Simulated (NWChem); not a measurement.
# AlClHS (SMILES [SH][Al][Cl]): a first try and a second

Wanted: the energy of AlClHS, ROKT2 (NWChem form)/def2-SVP (SMD water).

Program for the calculation: NWChem 7.3.0.

### Step 1. The system as given

AlClHS: 4 atoms, total charge 0, spin state doublet. As SMILES, `[SH][Al][Cl]`. The coordinates come from a PBE0-D4/def2-TZVP relaxation.

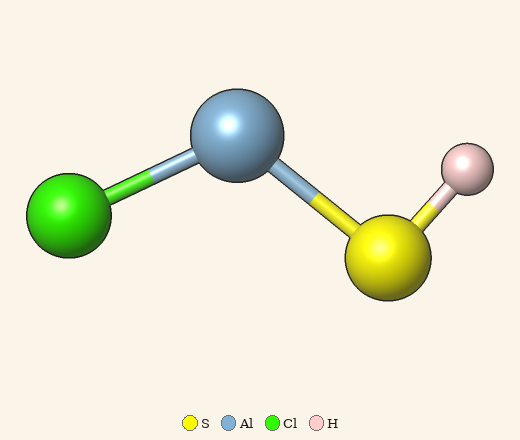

The structure, seen from a chosen angle (sulfur yellow, aluminium light blue, chlorine green, hydrogen pink).

### Step 2. Try one

a.xyz reads:

```xyz
4
AlClHS energy
S      0.439800     0.984900    -0.744700
Al    -0.394100    -0.525900     0.609100
Cl     0.226200    -2.507400     0.251000
H     -0.216400     1.988100    -0.135600
```

a.nw reads:

```
start a
title "AlClHS energy"
memory total 2200 mb

geometery units angstroms noautoz
load format xyz a.xyz
end

basis spherical bse
S library def2-SVP
Al library def2-SVP
Cl library def2-SVP
H library def2-SVP
end

cosmo
do_cosmo_smd true
solvent water
end

dft
xc kt2
mult 2
rodft
cgmin
grid fine
convergence energy 1e-06
maxiter 100
mulliken
noprint "final vectors analysis"
end

task dft energy
```

Started as:

```console
$ nwchem a.nw > a.out
```

Output:

```text
Northwest Computational Chemistry Package (NWChem) 7.3.0
             --------------------------------------------------------

           Job information
           ---------------

    nwchem branch   = 7.3.0
    use scalapack   = T
    input           = a.nw
    prefix          = a.
    data base       = ./a.db
    status          = startup
    nproc           =        1

           Memory information
           ------------------

    heap     =     72089594 doubles =      550.0 Mbytes
    stack    =     72089599 doubles =      550.0 Mbytes
    global   =    144179200 doubles =     1100.0 Mbytes (distinct from heap & stack)
    total    =    288358393 doubles =     2200.0 Mbytes
    verify   = yes
    hardfail = no

           Directory information
           ---------------------

  0 permanent = .
  0 scratch   = .

                                NWChem Input Module
                                -------------------

                                   AlClHS energy
                                   -------------
 ------------------------------------------------------------------------
 input_parse: unknown directive geometery                                                                                                                                                                                                                                                                         0
 ------------------------------------------------------------------------
 ------------------------------------------------------------------------
  current input line :
     5: geometery units angstroms noautoz
 ------------------------------------------------------------------------
 ------------------------------------------------------------------------
 There is an error in the input file
 ------------------------------------------------------------------------

0:input_parse: unknown directive geometery:Received an Error in Communication
  Errorcode: -1
```

Wall time 0.48 s (1 thread of AMD EPYC 9B45 (Zen 5), shared host); peak memory 0.069 GiB.

### Step 3. What went wrong

The input was rejected.

The log says `There is an error in the input file`. What is wrong: the input text is malformed or holds a word that the program doesn't know (`geometery`).

### Step 4. Try two

Edit a.xyz of step 2 so:

```diff
@@ -1,3 +1,3 @@
 4
-AlClHS energy
+
 S      0.439800     0.984900    -0.744700
```

a.nw reads:

```
start a
memory total 2200 mb

geometry noautoz
   load format xyz a.xyz
end

basis spherical bse
   S library def2-SVP
   Al library def2-SVP
   Cl library def2-SVP
   H library def2-SVP
end

cosmo
   do_cosmo_smd true
   solvent water
end

dft
   xc kt2
   mult 2
   rodft
   cgmin
   grid fine
   convergence energy 1e-06
   iterations 150
   mulliken
   print low
end

task dft energy
```

Started as:

```console
$ nwchem a.nw > a.out
```

Output:

```text
Northwest Computational Chemistry Package (NWChem) 7.3.0
             --------------------------------------------------------

           Job information
           ---------------

    nwchem branch   = 7.3.0
    use scalapack   = T
    input           = a.nw
    prefix          = a.
    data base       = ./a.db
    status          = startup
    nproc           =        1

           Memory information
           ------------------

    heap     =     72089594 doubles =      550.0 Mbytes
    stack    =     72089599 doubles =      550.0 Mbytes
    global   =    144179200 doubles =     1100.0 Mbytes (distinct from heap & stack)
    total    =    288358393 doubles =     2200.0 Mbytes
    verify   = yes
    hardfail = no

           Directory information
           ---------------------

  0 permanent = .
  0 scratch   = .

[... 30 lines left out ...]
            Nuclear Dipole moment (a.u.)
[... 128 lines left out ...]
         Total DFT energy =    -1109.934828538673
      One electron energy =    -1834.740117109721
           Coulomb energy =      651.118910791386
    Exchange-Corr. energy =      -81.899572244157
 Nuclear repulsion energy =      156.154898137263
[... 1 line left out ...]
             COSMO energy =       -0.568948113443

 Numeric. integr. density =       47.000000894598

     Total iterative time =      6.0s

                                COSMO-SMD solvation results
                                ---------------------------

             internal energy in gas <Psi(g)|H|Psi(g)> =     -1109.924194985778
         internal energy in solvent <Psi(s)|H|Psi(s)> =     -1109.921248605501
                               delta internal energy  =         0.002946380277 (    1.85 kcal/mol)
   total free energy in solvent <Psi(s)|H+V/2|Psi(s)> =     -1109.936001990327
 polarization energy contribution <Psi(s)|V/2|Psi(s)> =        -0.014753384826 (   -9.26 kcal/mol)
    total free energy in solvent including G(SMD-CDS) =     -1109.934828538673
                       G(SMD-CDS) energy contribution =         0.001173451654 (    0.74 kcal/mol)
     1 M fixed-concentration free energy of solvation =        -0.010633552895 (   -6.67 kcal/mol)

 Task  times  cpu:        6.1s     wall:        6.1s
 Total times  cpu:        6.1s     wall:        6.1s
```

Run time: 6.9 s. Hardware: 1 thread of AMD EPYC 9B45 (Zen 5), shared host; peak memory 0.11 GiB.

### Step 5. Outcome

Level: ROKT2 (NWChem form)/def2-SVP (SMD water).

```
                  quantity           value
              total energy  -1109.93483 Eh
solvent term in the energy    -27.9 kJ/mol
```
